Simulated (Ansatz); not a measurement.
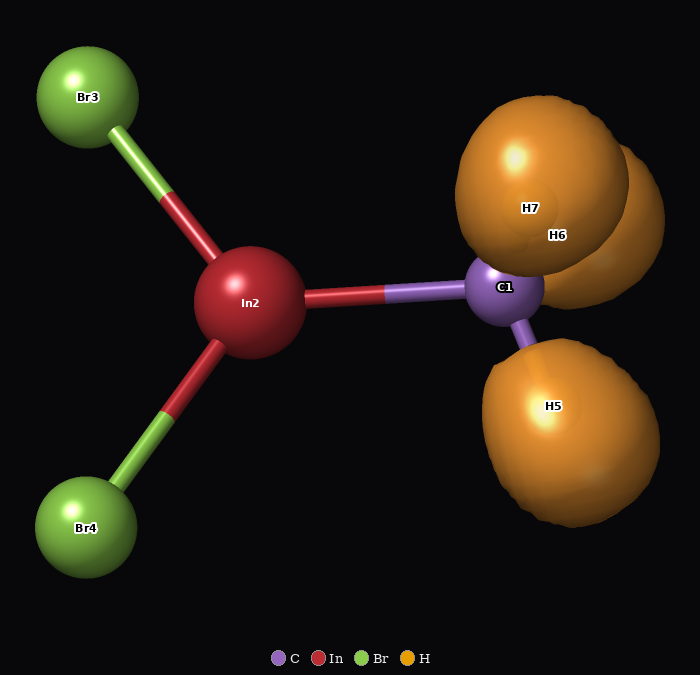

The picture shows: CH₃Br₂In (SMILES [CH3][In]([Br])[Br]). Isosurface of the electron localisation function at 0.9 (orange), seen at a tilt. Only the valence region is drawn (cores and ρ < 0.01 e/Å³ removed).

Geometry: PBE0-D4/def2-TZVP; core potentials replace the inner electrons of In.

All numbers below come from RKS PBE0-D4/def2-TZVPP (Ansatz).

```xyz
7

C    -0.1424    1.1422   -0.0546
In    0.1119   -0.9695    0.0519
Br    1.9506   -2.0646    1.2755
Br   -1.3876   -2.5913   -1.0424
H    -1.1758    1.3688   -0.3109
H     0.1208    1.5824    0.9060
H     0.5225    1.5321   -0.8255
```

Describe the localisation domains.

Answer. At this value the surface marks out three regions around hydrogen nuclei.

Values along the shortest contacts:
C–In (2.13 Å): the ELF peaks at about 0.85 in the valence shell of C, 0.6 Å from its nucleus, and is about 0.35 at the midpoint. In–Br (2.46 Å): the ELF peaks at about 0.75 in the valence shell of Br, 1.0 Å from its nucleus, and drops to about 0.15 between the two atoms.
